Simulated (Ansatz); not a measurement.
**Two runs on B2Si2**

System: B2Si2.
Method of the first run: RKS PBE0-D4/def2-TZVPD (Ansatz 0.2.0).

The geometry comes from this level: B3LYP-D4/def2-TZVP. Text and figures count atoms from 1; the logs count them from 0 in places.

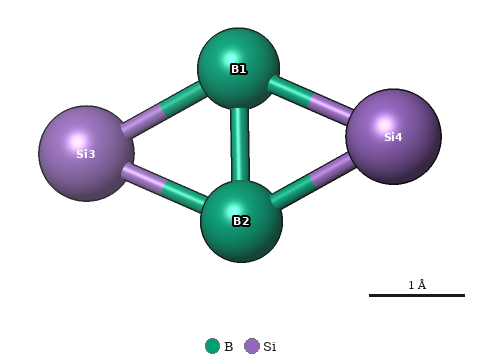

Figure 1. The input geometry (ball-and-stick view, seen at a tilt; atoms are numbered from 1 in the order of the input). Bond lengths as drawn: B–B 1.62 Å and B–Si 1.93 to 1.95 Å.

**The input, the first run**
```yaml
crystal:
  periodic: [false, false, false]
  atoms:
    - {symbol: B, position_ang: [0.655220, 0.469787, 0.059905]}
    - {symbol: B, position_ang: [-0.655338, -0.470059, -0.060000]}
    - {symbol: Si, position_ang: [-0.974413, 1.443490, -0.277544]}
    - {symbol: Si, position_ang: [0.974531, -1.443208, 0.277648]}
basis:
  gaussian: {orbitals: def2-TZVPD, initial_orbitals: start.molden}
hamiltonian: {xc: pbe0, dispersion: d4}
scf: {omitted_lower_state_checks: [starts]}
output: {orbitals: {seedname: orbitals}}
```

Launched with:
```bash
ansatz run in.yaml --threads 4 --pin off --events-out ev --progress --plain --max-ram 3916MiB
```

Hardware: 4 threads of Arm Neoverse V2, 23 GiB of memory available, shared host.

**Output (the first run)**
```
Functional definition: PBE0
  parameter a = 0.25
  parameter kappa = 0.804
  parameter beta = 0.06672455060314922
  exchange = (1 - a)*pbe_x(kappa = kappa, mu = beta*pi^2/3) + a*exact_x
  correlation = pbe_c(beta = beta)
these checks for a lower state are left out or cut short: starts
922 factors; their error is unknown
mean field evaluation 1: about -17094.6741 eV, gradient 3.2e0 eV
mean field evaluation 2: about -17094.6848 eV, gradient 1.7e-2 eV
mean field evaluation 4: about -17094.6989 eV, gradient 5.5e-5 eV
mean field -17094.69890865 eV, -628.2185976898 hartree, gradient 6.1e-5 eV, S^2 0.000000; 0 other end points of the search recorded, 0 dependent functions left out
reference -17094.69893571 eV, -628.2185986843 hartree; 19, 19 occupied and 141, 141 virtual orbitals, 922 factors
Total energy: -17094.82413488 eV, -628.2231996689 hartree
Checks for a lower state left out: starts
```

The input of the second run differs as follows (lines with − go, lines with + come):
```diff
-hamiltonian: {xc: pbe0, dispersion: d4}
+correlation: {method: ccsd_t}
```

How does the second run compare with the first run?

The total energies belong to different models, so their difference says nothing on which is more stable or more accurate. The HOMO goes from −6.59 to −8.71 eV. The LUMO goes from −4.19 to −0.88 eV.

**Output (the second run)**
```
Functional definition: HF
  exchange = exact_x
  correlation = 0
these checks for a lower state are left out or cut short: starts
972 factors; integrals over basis functions are off by at most 7.5e-4 eV
mean field evaluation 1: about -17062.2280 eV, gradient 2.6e1 eV
mean field evaluation 2: about -17062.8530 eV, gradient 8.7e-1 eV
mean field evaluation 4: about -17063.1002 eV, gradient 1.5e-2 eV
mean field evaluation 8: about -17063.1003 eV, gradient 1.0e-6 eV
mean field evaluation 16: about -17060.1279 eV, gradient 2.5e-1 eV
mean field evaluation 32: about -17057.9162 eV, gradient 1.6e0 eV
mean field -17063.10026286 eV, -627.0573688753 hartree, gradient 2.6e-6 eV, S^2 0.000000; 1 other end points of the search recorded, 0 dependent functions left out; unrestricted orbitals would lower it
determinant -17063.10026286 eV, -627.0573688753 hartree, with singles and doubles -17074.35788553 eV, -627.4710788779 hartree
determinant -17060.12656033 eV, -626.9480873232 hartree, with singles and doubles -17071.74526121 eV, -627.3750667051 hartree
12 core orbitals not correlated: weight in the atoms' cores, before any rotation towards them, 1.000 or more for the frozen orbitals, at most 0.000 for the correlated occupied ones
reference -17063.10026286 eV, -627.0573688753 hartree; 7, 7 occupied and 141, 141 virtual orbitals, 972 factors
second order -10.41034898 eV of doubles, -0.00000000 eV of singles
cycle   1  -11.05585728 eV  change   -4.6e-1 eV  update   2.7e-2
cycle   2  -11.09280531 eV  change   -3.7e-2 eV  update   6.1e-3
cycle   3  -11.08634795 eV  change    6.5e-3 eV  update   2.6e-3
cycle   4  -11.08823584 eV  change   -1.9e-3 eV  update   1.3e-3
cycle   5  -11.08852294 eV  change   -2.9e-4 eV  update   8.4e-4
cycle   6  -11.08865121 eV  change   -1.3e-4 eV  update   5.2e-4
cycle   7  -11.08885112 eV  change   -2.0e-4 eV  update   3.5e-4
cycle   8  -11.08896447 eV  change   -1.1e-4 eV  update   2.8e-4
cycle   9  -11.08884354 eV  change    1.2e-4 eV  update   2.0e-4
cycle  10  -11.08878571 eV  change    5.8e-5 eV  update   9.8e-5
cycle  11  -11.08883397 eV  change   -4.8e-5 eV  update   3.7e-5
cycle  12  -11.08882566 eV  change    8.3e-6 eV  update   1.4e-5
perturbative correction -0.90333783 eV, -0.0331970529 hartree
Total energy: -17075.09242635 eV, -627.4980727551 hartree
Checks for a lower state left out: starts
```

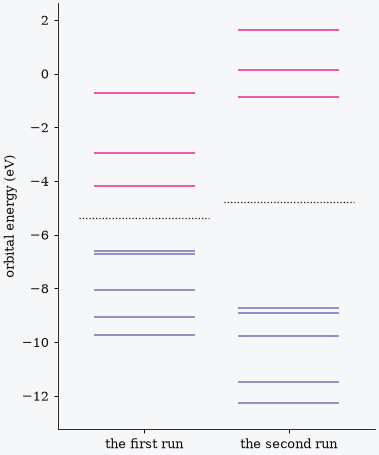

Figure 2. The five highest filled and three lowest empty orbital energies of the two runs; the dotted lines part filled from empty levels. The HOMO–LUMO gap is 2.40 eV in the first run and 7.83 eV in the second run.

**The two runs side by side**

| quantity | the first run | the second run |
| --- | --- | --- |
| outcome | converged | converged |
| total energy (hartree) | −628.223200 | −627.498073 |
| HOMO (eV) | −6.59 | −8.71 |
| LUMO (eV) | −4.19 | −0.88 |
| basis functions | 160 | – |
| wall time (shared host) | 1.2 s | 7.5 s |
